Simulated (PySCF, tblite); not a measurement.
# C₆H₅N₂ radical: geometry, infrared bands and EPR parameters

What infrared bands and EPR parameters should C₆H₅N₂ radical (`C#Cc1[c]n(C)nc1`) show?

The runs use tblite 0.8.0 and PySCF 2.14.0, with density-fitted response routines of our own; the level of theory stands in each step. All values are computed, except where a source is named. Atoms count from 0, in the outputs and in this text.

## Step 1: The starting structure

13 atoms, charge 0, multiplicity 2; geometry from: force field or distance geometry start.

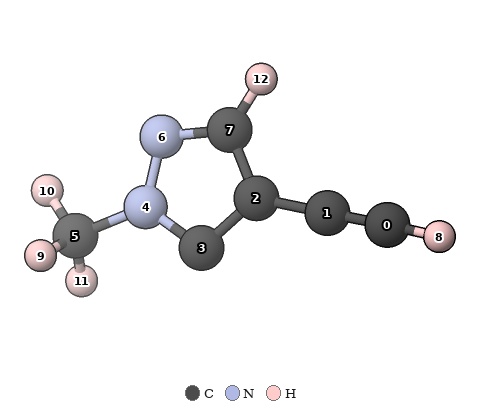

As it starts; carbon dark grey, nitrogen light blue, hydrogen pink, atoms numbered.

## Step 2: Optimising the geometry with GFN2-xTB

What the job is given:

```
{"job": {"kind": "relax", "xc": "GFN2-xTB", "basis": "xTB"}, "charge": 0, "multiplicity": 2}
C      3.577100     0.136200    -0.991700
C      2.408300     0.081200    -0.654900
C      1.032900    -0.006100    -0.249600
C     -0.107200     0.179700    -1.017100
N     -1.156800    -0.006300    -0.179100
C     -2.568300     0.082600    -0.547100
N     -0.759300    -0.277700     1.041000
C      0.582600    -0.278000     1.022700
H      4.593400     0.183200    -1.312200
H     -2.874200    -0.770600    -1.171200
H     -3.171500     0.131600     0.402300
H     -2.826400     1.014800    -1.081400
H      1.265200    -0.470100     1.859400
```

Run with:

```bash
$ OMP_NUM_THREADS=1 python probes_run.py task.json out
```

The driver reads the jobs from task.json and runs them one after another.

The log of the run:

```text
step      E/eV     max force
  0    -572.62872    2.706
  1    -572.75072    2.247
  2    -572.75141    2.953
  3    -572.80877    0.549
  4    -572.82218    0.418
  5    -572.83850    0.503
  6    -572.84799    0.254
  7    -572.85292    0.199
  8    -572.85589    0.133
  9    -572.85728    0.090
 10    -572.85794    0.064
 11    -572.85833    0.059
 12    -572.85861    0.043
 13    -572.85882    0.034
 14    -572.85898    0.035
 15    -572.85913    0.043
 16    -572.85928    0.040
 17    -572.85942    0.031
 18    -572.85953    0.028
 19    -572.85962    0.023
 20    -572.85968    0.018
 21    -572.85971    0.015
 22    -572.85974    0.014
 23    -572.85976    0.012
 24    -572.85978    0.010
 25    -572.85979    0.008
```

It took 0.1 s on 1 thread of Arm Neoverse V2, shared host.

Along the way:

```csv
step,energy from step 0 (eV),largest force (eV/Å)
0,0.0000,2.7062
1,-0.1220,2.2469
2,-0.1227,2.9527
3,-0.1800,0.5490
4,-0.1935,0.4183
5,-0.2098,0.5031
6,-0.2193,0.2542
7,-0.2242,0.1986
8,-0.2272,0.1333
9,-0.2286,0.0903
10,-0.2292,0.0636
11,-0.2296,0.0588
12,-0.2299,0.0434
13,-0.2301,0.0344
14,-0.2303,0.0355
15,-0.2304,0.0427
16,-0.2306,0.0399
17,-0.2307,0.0307
18,-0.2308,0.0277
19,-0.2309,0.0226
20,-0.2310,0.0184
21,-0.2310,0.0153
22,-0.2310,0.0144
23,-0.2310,0.0121
24,-0.2311,0.0100
25,-0.2311,0.0081
```

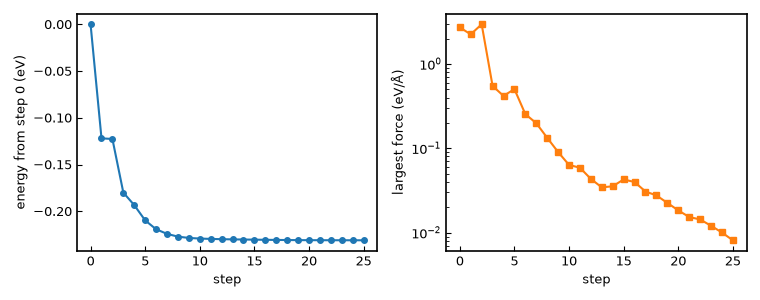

Energy and force, step by step.

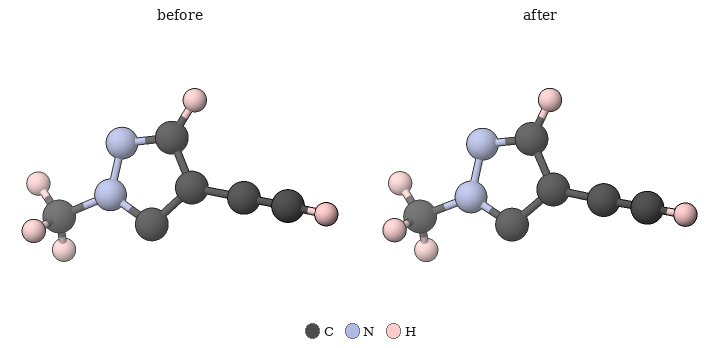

The geometry before (left) and after (right).

Close pairs (by a distance rule), those that changed most:

```csv
bond,before (Å),after (Å),change (Å)
C5–H10,1.126,1.088,-0.038
C1–C2,1.437,1.401,-0.036
C2–C7,1.377,1.411,+0.034
N4–C5,1.461,1.433,-0.029
N4–N6,1.312,1.338,+0.026
C3–N4,1.356,1.331,-0.025
C7–H12,1.097,1.072,-0.025
C0–H8,1.067,1.049,-0.018
```

The next job starts from the end point, and lists it.

## Step 3: Infrared spectrum with GFN2-xTB

What the job is given:

```
{"job": {"kind": "ir", "xc": "GFN2-xTB", "basis": "xTB"}, "charge": 0, "multiplicity": 2}
C      3.556699     0.136804    -1.013943
C      2.400597     0.079795    -0.692677
C      1.064075     0.003287    -0.280898
C     -0.104200     0.179086    -1.003642
N     -1.157265     0.017530    -0.206475
C     -2.551739     0.091536    -0.527350
N     -0.753478    -0.265335     1.036960
C      0.570356    -0.277103     1.010724
H      4.564575     0.187900    -1.298458
H     -2.856882    -0.765713    -1.131923
H     -3.106822     0.085033     0.408740
H     -2.766484     1.008193    -1.077717
H      1.136181    -0.480526     1.897682
```

The log of the run:

```text
mode    cm-1     km/mol
  1      27.1      0.08
  2     123.7      0.57
  3     128.5      0.45
  4     221.5      2.53
  5     313.4      3.45
  6     391.1      0.51
  7     453.8      2.28
  8     499.3      0.09
  9     534.3      0.71
 10     601.6     14.88
 11     655.1      9.62
 12     662.6     16.60
 13     712.6     41.31
 14     792.5      7.79
 15     961.4     74.51
 16     997.0      7.14
 17    1053.9      4.71
 18    1102.4      1.44
 19    1125.0      2.45
 20    1278.3      3.17
 21    1296.9     17.35
 22    1390.6      7.78
 23    1406.3      8.51
 24    1442.6     46.07
 25    1452.0     16.10
 26    1465.7      4.45
 27    1538.9     44.72
 28    2251.9      1.42
 29    2978.5     21.66
 30    3006.7     21.55
 31    3046.1      2.84
 32    3170.6     11.87
 33    3400.6      4.40
```

It took 0.26 s on 1 thread of Arm Neoverse V2, shared host.

Which atoms move in the most intense modes:

```csv
cm⁻¹,km/mol,atoms
663,16.6,"H8 81 %, C0 10 %"
713,41.3,"C5 26 %, C7 24 %, N6 24 %"
961,74.5,"N6 26 %, H12 21 %, C3 17 %"
1297,17.4,"N4 42 %, N6 25 %"
1443,46.1,"N4 45 %, C3 15 %, H10 12 %, C2 11 %"
1539,44.7,"C2 42 %, C3 24 %, C7 20 %"
2978,21.7,H9 88 %
3007,21.6,H11 89 %
```

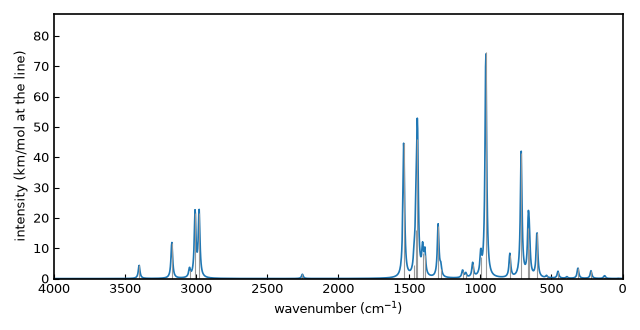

The infrared spectrum from these modes, unscaled. Lines are broadened to a width of 14 cm⁻¹ (Lorentzian).

## Step 4: EPR parameters: B3LYP/pcH-1

The job, as its differences from that of step 3:

```diff
@@ -1,2 +1,2 @@
-{"job": {"kind": "ir", "xc": "GFN2-xTB", "basis": "xTB"}, "charge": 0, "multiplicity": 2}
+{"job": {"kind": "epr", "basis": "pcH-1"}, "charge": 0, "multiplicity": 2}
 C      3.556699     0.136804    -1.013943
```

Method: UKS B3LYP, pcH-1 on C H N, non-relativistic, mean-field spin-orbit, GIAO.

The log of the run:

```text
UKS, coarse grid
  cycle   1  E = -340.92078019  |g| = 3.49e-01
  cycle   2  E = -340.83250780  |g| = 5.53e-01
  cycle   3  E = -340.97599207  |g| = 1.14e-01
  cycle   4  E = -340.98184677  |g| = 3.95e-02
  cycle   5  E = -340.98254876  |g| = 2.11e-02
  cycle   6  E = -340.98274964  |g| = 7.47e-03
  cycle   7  E = -340.98278063  |g| = 4.09e-03
  cycle   8  E = -340.98279289  |g| = 1.66e-03
  cycle   9  E = -340.98279522  |g| = 1.47e-03
  cycle  10  E = -340.98279755  |g| = 4.44e-04
UKS, final grid
  cycle   1  E = -340.98278526  |g| = 6.60e-04
  cycle   2  E = -340.98278460  |g| = 1.42e-03
  cycle   3  E = -340.98278558  |g| = 1.71e-04
  cycle   4  E = -340.98278561  |g| = 1.22e-04
  cycle   5  E = -340.98278564  |g| = 1.06e-04
  cycle   6  E = -340.98278565  |g| = 1.35e-05
E = -340.98278565 Eh   <S^2> = 0.7579 (exact 0.7500)
g shifts (ppm)      1          2          3
  rmc          -170       -170       -170
  gc             26         14         14
  oz_so       -1420         38        317
  total       -1564       -118        161
hyperfine (MHz)  atom isotope    a_iso     a_fc   dipolar eigenvalues
    0   13C      -2.36      -2.36     -3.07      0.48      2.59
    1   13C       3.60       3.60     -1.35      0.09      1.25
    2   13C      56.37      56.37    -15.03     -3.86     18.90
    3   13C     519.21     519.21    -77.04    -57.26    134.30
    4   14N      10.59      10.59     -4.67     -1.25      5.92
    5   13C       2.54       2.54     -1.38     -1.23      2.61
    6   14N      -6.39      -6.39     -7.73     -4.50     12.23
    7   13C      63.64      63.64     -3.16     -2.31      5.47
    8    1H       1.63       1.63     -0.62     -0.26      0.88
    9    1H      -2.77      -2.77     -3.04     -2.73      5.77
   10    1H       0.46       0.46     -2.07     -1.47      3.54
   11    1H      -1.57      -1.57     -3.66     -3.19      6.85
   12    1H       6.85       6.85     -3.30     -1.71      5.01
```

Run time: 43 s. Hardware: 1 thread of Arm Neoverse V2, shared host; peak memory 0.99 GiB.

Principal g values 2.00076, 2.00220, 2.00248; g(iso) = 2.00181, against 2.00232 for a free electron.

Mean a(iso) over the nuclei that a row names, and the largest dipolar term of the row (other rows stand at the frozen geometry):

```csv
nuclei,isotope,a(iso) (MHz),"a(iso) (G, at g = 2.0023)",largest dipolar term (MHz)
C3,13C,519.2,185.3,134.3
C7,13C,63.6,22.7,5.5
C2,13C,56.4,20.1,18.9
N4,14N,10.6,3.8,5.9
H12,1H,6.8,2.4,5.0
N6,14N,-6.4,-2.3,12.2
C1,13C,3.6,1.3,-1.3
C5,13C,2.5,0.9,2.6
C0,13C,-2.4,-0.8,-3.1
H8,1H,1.6,0.6,0.9
"H9, H10, H11",1H,-1.3,-0.5,6.9
```

Mulliken spin populations:

C0 -0.02; C1 0.02; C2 -0.05; C3 0.99; N4 -0.04; C5 0.00; N6 0.06; C7 0.04; H8 0.00; H9 0.00; H10 0.00; H11 0.00; H12 0.00

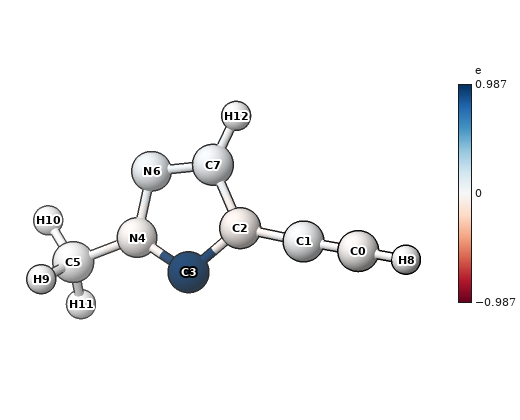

Mulliken spin populations, as colours on the atoms.

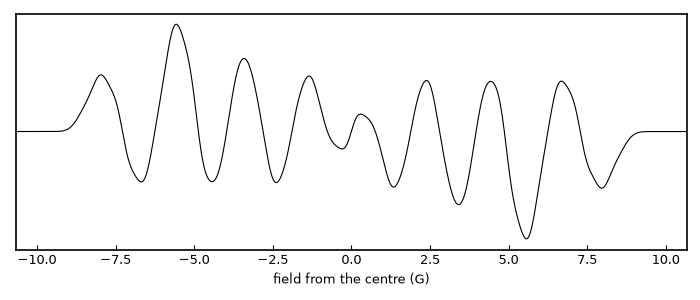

First-order isotropic spectrum (first derivative, main isotopes with spin only, couplings over 0.8 MHz, Gaussian width 0.3 G; couplings of the frozen geometry, rotation of groups not averaged beyond the rows shown).

The fields below are evaluated on a grid from the run's orbitals.

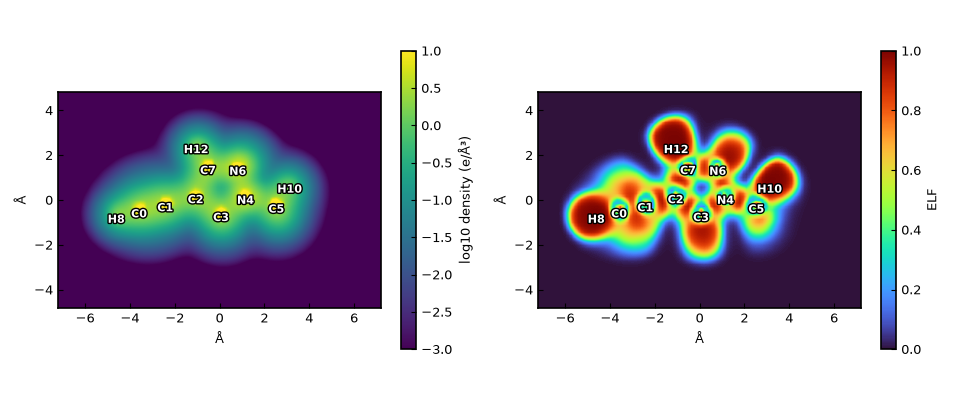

Density (left) and ELF (right) in a plane through or near 11 of the atoms.

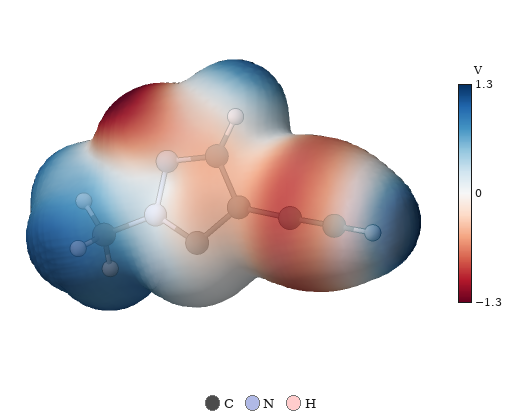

The potential that a unit positive charge feels on the 0.002 e/bohr³ surface, from -1.30 V near N6 to 1.27 V near H8.

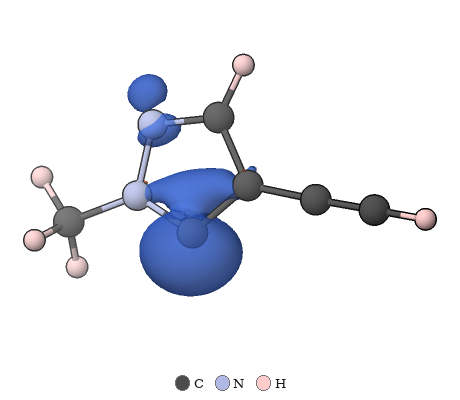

Spin density at ±0.05 e/Å³ (alpha excess blue, beta excess red).

## Step 5: Outcome

| quantity | value |
| --- | --- |
| strongest single infrared mode (GFN2-xTB) | 961 cm⁻¹, 75 km/mol |
| zero-point energy (GFN2-xTB) | 57.9 kcal/mol |
| g(iso) (B3LYP) | 2.00181 |
| ⟨S²⟩ | 0.758 (exact 0.75) |
| largest a(iso) (averaged by class) | 13C on C3, 519.2 MHz |
| surface potential, least and greatest | -1.30 V and 1.27 V |

What this shows: The optimisation took 25 steps and gained 0.231 eV; among the close pairs (by a distance rule), C5–H10 changed most, from 1.126 to 1.088 Å. No mode is imaginary among the 33: a minimum at this level. The strongest single mode, at 961 cm⁻¹, has its largest shares on N6, H12 and C3 (the list is cut at 3 atoms). GFN2-xTB is a fitted tight-binding method: band positions and strengths are rough. Its intensities can rank the bands wrongly. C3 carries the largest spin population, 0.99 e. The isotropic g lies 0.5 ppt below the free-electron value.
